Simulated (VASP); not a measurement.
Band structure of As (a7). Level of theory: vdW-DF2, VASP's PBE PAW potentials (set 64) (plane waves; VASP).

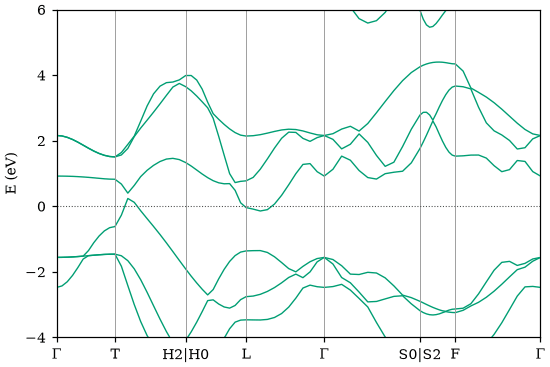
Figure: Bands along high-symmetry lines, zero at the valence-band maximum or, without a gap, the Fermi level

Task: Read the plot: is there a gap, and where are the band edges?

Result: It has no gap at this level: it comes out as a metal or semimetal. (Edges off the drawn lines would not show.)

The compound is As in the a7 structure. It was relaxed first, which changed the volume by +29 %.
